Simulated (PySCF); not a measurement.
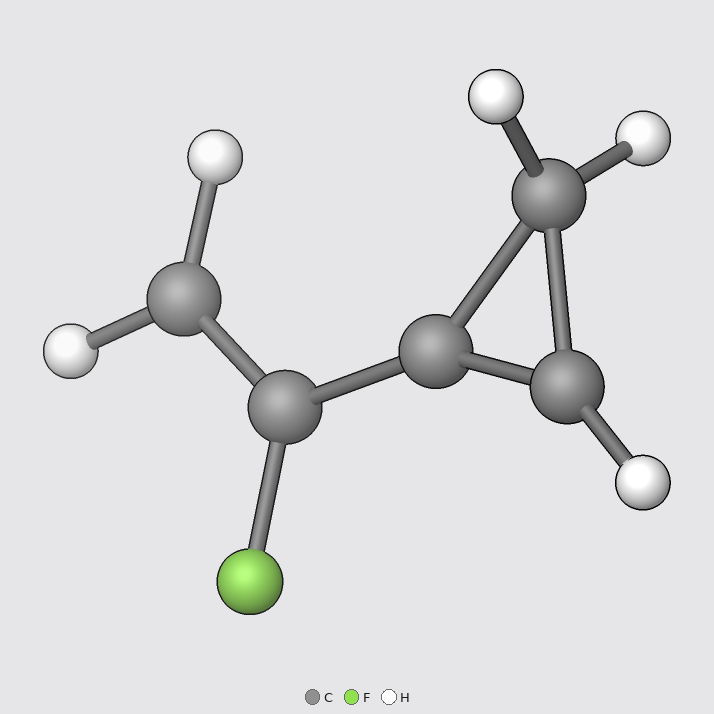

The picture shows a molecular structure as a ball-and-stick model. Every bond is drawn as one stick, whatever its order.

What does the picture show?

It has 11 atoms: 5 carbon, 5 hydrogen and 1 fluorine (C₅H₅F). SMILES: `C=C(F)C1=CC1`. Independent rings (smallest set): 1 of 3 members. Among its groups: alkene, C–F bond. This geometry has Cs symmetry. Coordination, clear cases only: 2 C trigonal planar.

More results for the same structure follow; atom numbers are the same in all pictures, views and colours differ. The geometry was computed by an optimisation with PBE0-D3(BJ)/def2-SVP. No frequency run is at hand to confirm it as a minimum.

### Charges

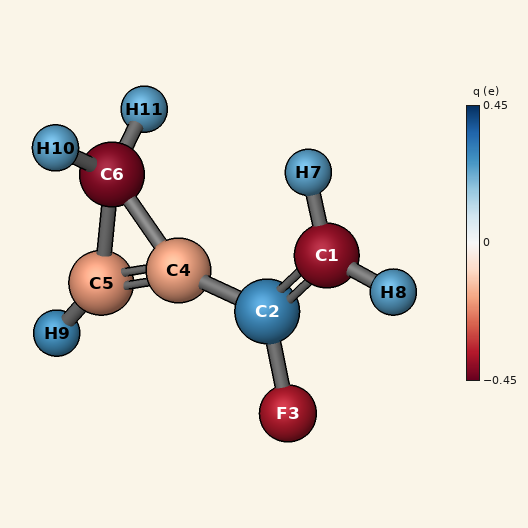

Atoms are coloured by their Mulliken charges. No frequency run is at hand to confirm it as a minimum. Level of theory: PBE0/pcSseg-0, gas phase (PySCF 2.14.0).

Give the Mulliken charges atom by atom.

```
atom  value (e)
  C1      −0.39
  C2       0.28
  F3      −0.36
  C4      −0.18
  C5      −0.19
  C6      −0.41
  H7       0.24
  H8       0.24
  H9       0.27
 H10       0.24
 H11       0.24
```

### Electronic properties

No frequency run is at hand to confirm it as a minimum. Properties computed with PBE0/6-31G*, gas phase (PySCF 2.14.0).

> What is the HOMO energy (Kohn–Sham orbital)?

−6.56 eV.

> Estimate the HOMO–LUMO gap.

5.67 eV.

> Give the dipole moment at this level.

0.86 D.

### NMR shielding

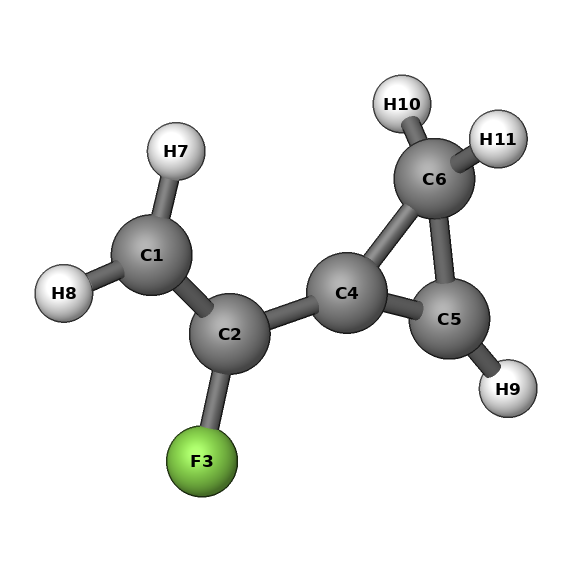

No frequency run is at hand to confirm it as a minimum. Properties computed with GIAO PBE0/def2-SVP NMR shielding, non-relativistic, gas phase (PySCF 2.14.0). Principal shieldings σ11 ≤ σ22 ≤ σ33, span Ω = σ33 − σ11, skew κ = 3(σiso − σ22)/Ω.

Give the shielding tensors of the F atoms.

```
atom    σ11    σ22    σ33   σiso      Ω     κ
  F3  215.7  287.6  395.5  299.6  179.8  0.20
```

Shieldings and span in ppm.

Mulliken values depend strongly on the basis set and can even reverse the polarity of a bond.
